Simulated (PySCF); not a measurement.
# C₅H₇AlFN: magnetic properties

Aim: compute the magnetic properties of C₅H₇AlFN (`C#C[C@H](F)C#[N+][AlH2-][CH3]`).

Programs: PySCF 2.14.0, with routines of our own; each step states its level. All values are computed. Atoms count from 0.

### 1 The system as given

15 atoms, charge 0, multiplicity 1; geometry from: GFN2-xTB.

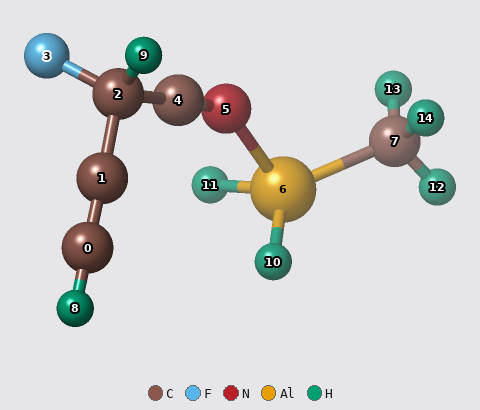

The starting geometry (carbon brown, fluorine blue, nitrogen red, aluminium amber, hydrogen teal); sticks join atoms by distance alone.

### 2 Magnetic properties: GIAO BHandHLYP/pcSseg-1

What the job is given:

```
{"job": {"kind": "mag", "xc": "BHandHLYP", "basis": "pcSseg-1", "isotopologues": 2}, "charge": 0, "multiplicity": 1}
C     -2.693364    -1.229798    -2.182607
C     -2.628886    -0.675948    -1.124566
C     -2.536490     0.049345     0.136859
F     -3.163811     1.272014     0.068474
C     -1.120613     0.212631     0.424764
N      0.006435     0.296018     0.610704
Al     1.847746     0.107574    -0.181359
C      3.037248    -0.375102     1.342950
H     -2.759420    -1.735868    -3.100163
H     -3.023246    -0.514158     0.951908
H      1.353508    -1.008957    -1.174027
H      1.780897     1.546995    -0.785848
H      4.003728    -0.765842     1.000337
H      3.271678     0.475489     1.994658
H      2.620177    -1.152058     1.996003
```

With the program's defaults for keys left out, this is: GIAO BHandHLYP/pcSseg-1 magnetisability, rotational g tensor and spin-rotation constants, non-relativistic, gas phase.

The run is started by

```bash
> OMP_NUM_THREADS=1 python excited_run.py task.json out
```

This one command runs all jobs of the session in turn.

Standard output:

```text
coarse grid: 13544 points
cycle   1  E = -591.2127760337  dE =  1.057e+00  |g| = 8.001e-01  |ddm| = 3.538e+00
cycle   2  E = -591.0933361680  dE =  1.194e-01  |g| = 1.164e+00  |ddm| = 1.355e+00
cycle   3  E = -591.3571193868  dE = -2.638e-01  |g| = 1.908e-01  |ddm| = 7.807e-01
cycle   4  E = -591.3640341616  dE = -6.915e-03  |g| = 7.279e-02  |ddm| = 1.505e-01
cycle   5  E = -591.3650957054  dE = -1.062e-03  |g| = 1.624e-02  |ddm| = 6.068e-02
cycle   6  E = -591.3651401665  dE = -4.446e-05  |g| = 3.176e-03  |ddm| = 1.557e-02
cycle   7  E = -591.3651424189  dE = -2.252e-06  |g| = 1.379e-03  |ddm| = 3.696e-03
final grid: 128136 points
cycle   8  E = -591.4078842620  dE = -1.326e-05  |g| = 3.819e-03  |ddm| = 1.314e-02
cycle   9  E = -591.4078835634  dE =  6.986e-07  |g| = 4.378e-03  |ddm| = 5.581e-03
cycle  10  E = -591.4078873859  dE = -3.822e-06  |g| = 6.207e-04  |ddm| = 2.879e-03
cycle  11  E = -591.4078874637  dE = -7.780e-08  |g| = 2.345e-04  |ddm| = 4.728e-04
cycle  12  E = -591.4078874739  dE = -1.024e-08  |g| = 8.021e-05  |ddm| = 1.944e-04
cycle  13  E = -591.4078874753  dE = -1.392e-09  |g| = 3.554e-05  |ddm| = 7.178e-05
cycle  14  E = -591.4078874756  dE = -3.253e-10  |g| = 1.004e-05  |ddm| = 2.662e-05
converged SCF energy = -591.4078874756

Magnetisability tensor (1e-30 J/T^2)
    -1357.53       18.23       -9.53
       18.23    -1283.04      -24.72
       -9.53      -24.72    -1257.98
isotropic -1299.52   principal values   -1361.90  -1296.55  -1240.10
isotropic susceptibility -78.259 1e-6 cm^3/mol

Inertial axes            a          b          c
rot. const./GHz      3.2775     0.6901     0.6094
chi total           -81.699    -78.041    -75.036
chi diamagnetic    -469.130  -1805.503  -2013.947
chi paramagnetic    387.431   1727.462   1938.911
quadrupole/D A       -5.803      7.832     -2.029
g nuclear            0.5735     0.5514     0.5482
g electronic        -0.5966    -0.5600    -0.5551
g total             -0.0231    -0.0086    -0.0068

Spin-rotation constants (kHz, H = +C I.J)
atom  isotope        aa         bb         cc
  3    19F        1.375      0.236      0.406
  5    14N        0.105      0.144      0.116
  6   27Al        1.835      0.415      0.356
  8     1H       -0.359      0.010     -0.070
  9     1H       -0.287     -0.063      0.016
 10     1H       -0.172      0.007     -0.046
 11     1H       -0.229     -0.048      0.013
 12     1H       -0.103     -0.053     -0.070
 13     1H       -0.294     -0.014     -0.066
 14     1H       -0.332     -0.083     -0.001
  0    13C*       1.050      0.075      0.207
  1    13C*       1.063      0.009      0.201
  2    13C*       0.755      0.146      0.115
  4    13C*       0.072      0.306      0.269
  7    13C*       0.340      0.061      0.059
* in the singly substituted isotopologue

Isotopologues: g along a, b, c
2H    at 8,9,10,11,12,1    -0.0202    -0.0076    -0.0059
13C   at 0                 -0.0226    -0.0086    -0.0068
```

Run time: 33 s. Hardware: 1 thread of Arm Neoverse V1, shared host; peak memory 0.78 GiB.

In short:

| quantity | value |
| --- | --- |
| magnetisability | -1300·10⁻³⁰ J/T² |
| molar susceptibility | -78.3·10⁻⁶ cm³/mol |
| rotational g (a, b, c) | -0.0231, -0.0086, -0.0068 |

### 3 Magnetic properties: GIAO wB97X-D/def2-SVP

Settings changed since step 2:

```diff
@@ -1,2 +1,2 @@
-{"job": {"kind": "mag", "xc": "BHandHLYP", "basis": "pcSseg-1", "isotopologues": 2}, "charge": 0, "multiplicity": 1}
+{"job": {"kind": "mag", "xc": "wB97X-D", "basis": "def2-SVP", "scf": {"aux": "def2-universal-jkfit"}}, "charge": 0, "multiplicity": 1}
 C     -2.693364    -1.229798    -2.182607
```

Method: GIAO wB97X-D/def2-SVP magnetisability, rotational g tensor and spin-rotation constants, non-relativistic, gas phase.

Standard output:

```text
final grid: 128136 points
cycle   1  E = -591.0086045471  dE =  1.004e+00  |g| = 8.403e-01  |ddm| = 4.093e+00
cycle   2  E = -590.8901763357  dE =  1.184e-01  |g| = 1.207e+00  |ddm| = 1.923e+00
cycle   3  E = -591.1721268236  dE = -2.820e-01  |g| = 1.647e-01  |ddm| = 1.085e+00
cycle   4  E = -591.1774087957  dE = -5.282e-03  |g| = 6.773e-02  |ddm| = 1.711e-01
cycle   5  E = -591.1783441066  dE = -9.353e-04  |g| = 1.722e-02  |ddm| = 8.092e-02
cycle   6  E = -591.1784017863  dE = -5.768e-05  |g| = 3.036e-03  |ddm| = 2.591e-02
cycle   7  E = -591.1784049050  dE = -3.119e-06  |g| = 7.215e-04  |ddm| = 5.850e-03
cycle   8  E = -591.1784051266  dE = -2.216e-07  |g| = 2.557e-04  |ddm| = 1.562e-03
cycle   9  E = -591.1784051582  dE = -3.163e-08  |g| = 6.921e-05  |ddm| = 5.656e-04
cycle  10  E = -591.1784051621  dE = -3.838e-09  |g| = 5.009e-05  |ddm| = 1.854e-04
cycle  11  E = -591.1784051631  dE = -1.017e-09  |g| = 1.828e-05  |ddm| = 7.552e-05
cycle  12  E = -591.1784051633  dE = -2.238e-10  |g| = 5.341e-06  |ddm| = 3.835e-05
converged SCF energy = -591.1784051633

Magnetisability tensor (1e-30 J/T^2)
    -1342.60       21.70      -10.97
       21.70    -1267.14      -27.06
      -10.97      -27.06    -1240.77
isotropic -1283.50   principal values   -1348.53  -1281.73  -1220.25
isotropic susceptibility -77.294 1e-6 cm^3/mol

Inertial axes            a          b          c
rot. const./GHz      3.2775     0.6901     0.6094
chi total           -80.838    -77.197    -73.848
chi diamagnetic    -467.395  -1802.881  -2011.552
chi paramagnetic    386.557   1725.684   1937.705
quadrupole/D A       -4.927      7.201     -2.274
g nuclear            0.5735     0.5514     0.5482
g electronic        -0.5952    -0.5594    -0.5547
g total             -0.0217    -0.0081    -0.0065

Spin-rotation constants (kHz, H = +C I.J)
atom  isotope        aa         bb         cc
  3    19F        1.112      0.187      0.338
  5    14N        0.097      0.131      0.106
  6   27Al        1.644      0.370      0.320
  8     1H       -0.367      0.010     -0.071
  9     1H       -0.291     -0.063      0.017
 10     1H       -0.171      0.008     -0.045
 11     1H       -0.226     -0.048      0.014
 12     1H       -0.104     -0.053     -0.071
 13     1H       -0.301     -0.014     -0.067
 14     1H       -0.336     -0.084     -0.001
  0    13C*       0.927      0.068      0.183
  1    13C*       0.950      0.011      0.178
  2    13C*       0.692      0.134      0.106
  4    13C*       0.084      0.269      0.238
  7    13C*       0.292      0.051      0.050
* in the singly substituted isotopologue
```

Wall time 31 s (1 thread of Arm Neoverse V1, shared host); peak memory 0.75 GiB.

Key values:

| quantity | value |
| --- | --- |
| magnetisability | -1284·10⁻³⁰ J/T² |
| molar susceptibility | -77.3·10⁻⁶ cm³/mol |
| rotational g (a, b, c) | -0.0217, -0.0081, -0.0065 |

### 4 Magnetic properties side by side

| level | ξ (10⁻³⁰ J/T²) | g(a) | g(b) | gap (eV) | functions | time |
| --- | --- | --- | --- | --- | --- | --- |
| GIAO BHandHLYP/pcSseg-1 | -1300 | -0.0231 | -0.0086 | 7.24 | 178 | 33 s |
| GIAO wB97X-D/def2-SVP | -1284 | -0.0217 | -0.0081 | 8.67 | 151 | 31 s |

### 5 Outcome

```
                                                quantity                      value
       magnetisability (step 2, GIAO BHandHLYP/pcSseg-1)           -1300·10⁻³⁰ J/T²
  molar susceptibility (step 2, GIAO BHandHLYP/pcSseg-1)         -78.3·10⁻⁶ cm³/mol
rotational g (a, b, c) (step 2, GIAO BHandHLYP/pcSseg-1)  -0.0231, -0.0086, -0.0068
                         magnetisability over the levels  -1300 to -1284·10⁻³⁰ J/T²
```

In words: The geometry comes from tight binding, which is rough for metal atoms, and these values hang on it. The magnetisability spreads by 1.2 % over 2 levels of like cost. Two levels can agree by chance, so this spread shows no convergence. Vibrational averaging and real surroundings are missing from these values.
